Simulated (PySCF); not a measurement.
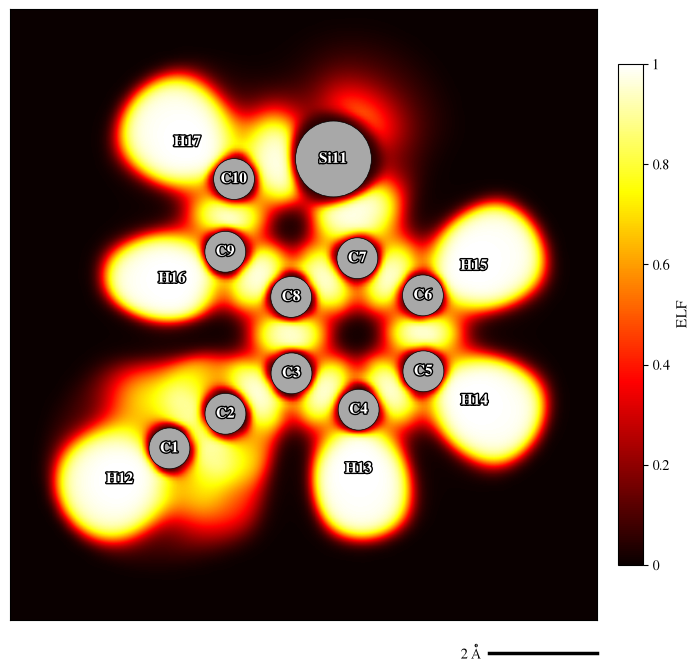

C₁₀H₈Si. ELF on the plane of atoms C5, C6 and H15. Grey discs cover the atomic cores.

Geometry: PBE0-D3(BJ)/def2-SVP.

Computed with PySCF, B3LYP/def2-SVPD, SCF density, gas phase.

```yaml
atoms:
  - { symbol: C, position_ang: [-3.1325, 1.9518, -0.4255] }
  - { symbol: C, position_ang: [-2.3138, 1.0842, -0.2008] }
  - { symbol: C, position_ang: [-1.3544, 0.0601, 0.0656] }
  - { symbol: C, position_ang: [-1.7805, -1.2122, 0.4923] }
  - { symbol: C, position_ang: [-0.8623, -2.2203, 0.7556] }
  - { symbol: C, position_ang: [0.5089, -1.9852, 0.5995] }
  - { symbol: C, position_ang: [0.9551, -0.7377, 0.1794] }
  - { symbol: C, position_ang: [0.0263, 0.2936, -0.0905] }
  - { symbol: C, position_ang: [0.6160, 1.5701, -0.5305] }
  - { symbol: C, position_ang: [1.9610, 1.6349, -0.6340] }
  - { symbol: Si, position_ang: [2.6675, -0.0289, -0.1519] }
  - { symbol: H, position_ang: [-3.8601, 2.7173, -0.6220] }
  - { symbol: H, position_ang: [-2.8502, -1.3944, 0.6122] }
  - { symbol: H, position_ang: [-1.2158, -3.1999, 1.0854] }
  - { symbol: H, position_ang: [1.2201, -2.7886, 0.8100] }
  - { symbol: H, position_ang: [-0.0518, 2.4084, -0.7548] }
  - { symbol: H, position_ang: [2.4678, 2.5471, -0.9553] }
  - { symbol: H, position_ang: [3.4031, -0.7302, -1.2485] }
  - { symbol: H, position_ang: [3.5491, -0.0015, 1.0554] }
```

Question: Describe what can be read from this map.

Answer: The plane passes through C, Si and H nuclei.
C–C (1.21 Å): the ELF peaks at about 0.85 between the atoms (a multiple bond).
C–Si (1.87 Å): the ELF peaks at about 0.95 between the atoms; a covalent bond.
C–H (1.07 Å): the ELF climbs to about 1 towards the hydrogen, as it does in any bond to H (an ordinary covalent bond to hydrogen).
C–C (1.35 Å): the ELF peaks at about 0.95 between the atoms, as expected for a covalent bond.
C–C (1.40 Å): the ELF peaks at about 0.95 between the atoms, as expected for a covalent bond.
